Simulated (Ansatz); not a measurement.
**CH7NOSi (SMILES C[NH+][SiH2]O) (charge +1, doublet): density, localisation and related maps**

```yaml
atoms:
  - { symbol: C, position_ang: [-0.2425, 0.9783, -0.3898] }
  - { symbol: N, position_ang: [-0.9414, 0.4538, 0.7343] }
  - { symbol: O, position_ang: [0.6279, -1.6853, 0.6909] }
  - { symbol: Si, position_ang: [-0.6168, -1.1427, 1.5874] }
  - { symbol: H, position_ang: [-0.9624, 1.1790, -1.2118] }
  - { symbol: H, position_ang: [0.5503, 0.2958, -0.7159] }
  - { symbol: H, position_ang: [0.1697, 1.9780, -0.1347] }
  - { symbol: H, position_ang: [-1.7013, 1.0529, 1.0857] }
  - { symbol: H, position_ang: [-1.9163, -1.8494, 1.4538] }
  - { symbol: H, position_ang: [-0.3206, -0.7075, 2.9761] }
  - { symbol: H, position_ang: [1.0912, -2.5259, 0.8013] }
```

Geometry: r2SCAN-D4/def2-SVP.

Theory: Ansatz 0.2.0, isolated molecule in a Gaussian basis; Kohn-Sham density functional theory, functional PBE0.

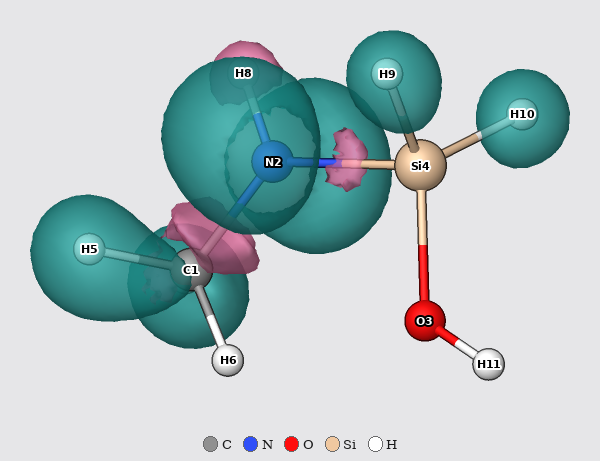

Figure 1. Isosurfaces of the spin density at +0.02 (teal) and −0.02 e/Å³ (pink), seen at an oblique angle.

> Where is the unpaired spin?

The unpaired spin (1 electron) lies mostly on N2 (about 0.7) and C1 (about 0.1), in electrons by Hirshfeld's partition.

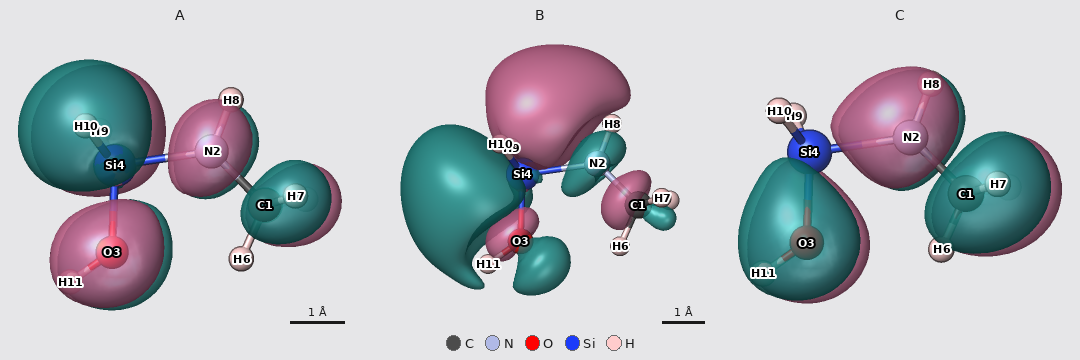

Figure 2. Three frontier orbitals at ±0.06 Å⁻³ᐟ² (teal and pink are the two phases), in no order.

> Order the three orbitals by energy and name them. All are α orbitals.

C is the HOMO−1 (α) (−14.86 eV). Its weight (Hirshfeld) is mainly on O3 (about 30 %), N2 (about 30 %), C1 (about 15 %), H5 (about 5 %) and H7 (about 5 %). A is the HOMO (α) (−13.96 eV). By Hirshfeld shares it lies mainly on O3 (about 25 %), Si4 (about 20 %), H10 (about 15 %), H9 (about 15 %) and N2 (about 10 %). B is the LUMO (α) (−5.02 eV). By Hirshfeld shares it lies mainly on Si4 (about 55 %), O3 (about 10 %), H10 (about 10 %), H9 (about 10 %), H8 (about 5 %) and H11 (about 5 %).

> What is the gap between the highest occupied and lowest empty α orbitals?

8.94 eV between the orbital energies.

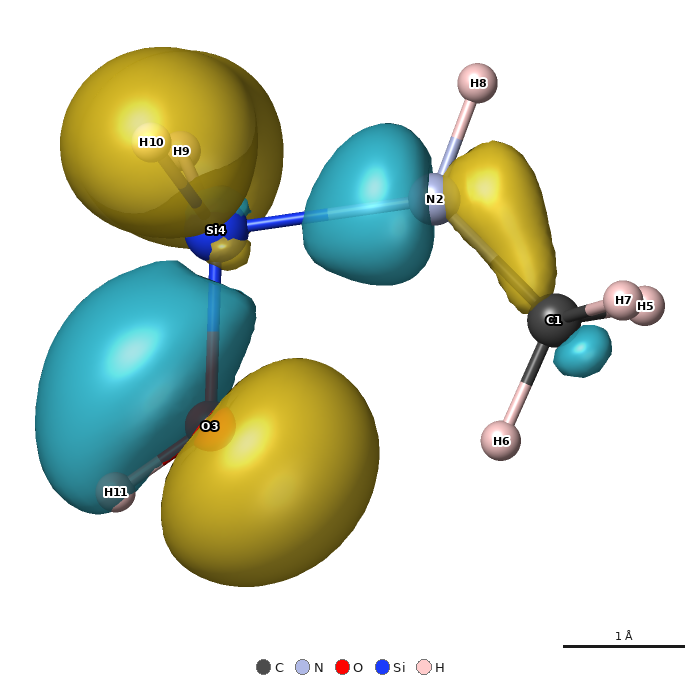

Figure 3. The HOMO−1 (β) at ±0.1 Å⁻³ᐟ² (yellow and cyan are the two phases), seen across its widest extent.

> Describe this orbital and give its energy.

It lies mainly on O3 (about 55 %), Si4 (about 20 %), H10 (about 5 %) and H9 (about 5 %). Its energy is −15.27 eV.
